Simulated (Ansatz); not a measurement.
The calculation's input:

```
crystal:
  periodic: [false, false, false]
  atoms:
    - { symbol: Cl, position_ang: [0.3504, 2.4228, 0.2331] }
    - { symbol: Si, position_ang: [-0.5725, 0.5616, 0.1699] }
    - { symbol: B, position_ang: [0.7564, -0.755, -0.2578] }
    - { symbol: Br, position_ang: [0.3681, -2.6783, -0.3741] }
    - { symbol: H, position_ang: [-1.613, 0.5225, -0.8794] }
    - { symbol: H, position_ang: [-1.1619, 0.2759, 1.48] }
    - { symbol: H, position_ang: [1.9339, -0.4174, -0.4175] }
basis:
  gaussian: { orbitals: def2-SVP }
hamiltonian:
  xc: cam_b3lyp
relax:
  f_tol: 0.02
  max_steps: 40
output:
  orbitals: {}
```

Command:

```sh
ansatz run input.yaml --threads 2 --pin off --max-ram 3072MiB --backend cpu --events-out ev --progress --plain --runs-dir out
```

The fields are those of the run's last geometry, not of the input's.

All numbers below come from RKS CAM-B3LYP/def2-SVP in Ansatz 0.2.0.

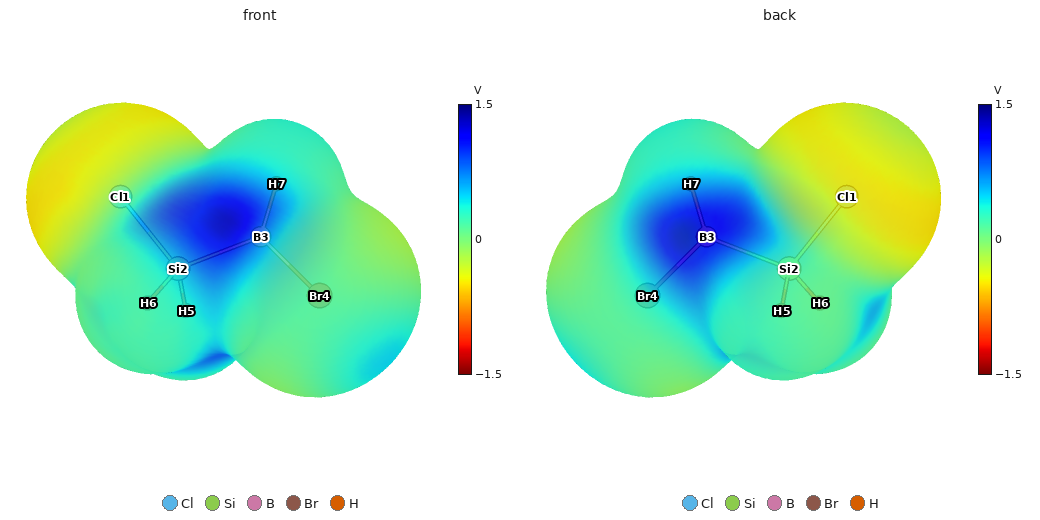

BBrClH$_{3}$Si (SMILES Cl[SiH2]BBr). The electrostatic potential painted on the density surface at 0.001 e/bohr³, seen from the front and from behind; the colour scale runs from red (negative) to blue (positive).

Question: Where is the surface potential most negative and most positive?

Answer: The most negative region (about −0.5 V) lies over Cl1, the most positive (about +1.3 V) over B3. Br4 shows a σ-hole: about +0.5 V at the tip opposite its bond, against about 0.0 V on its flanks.
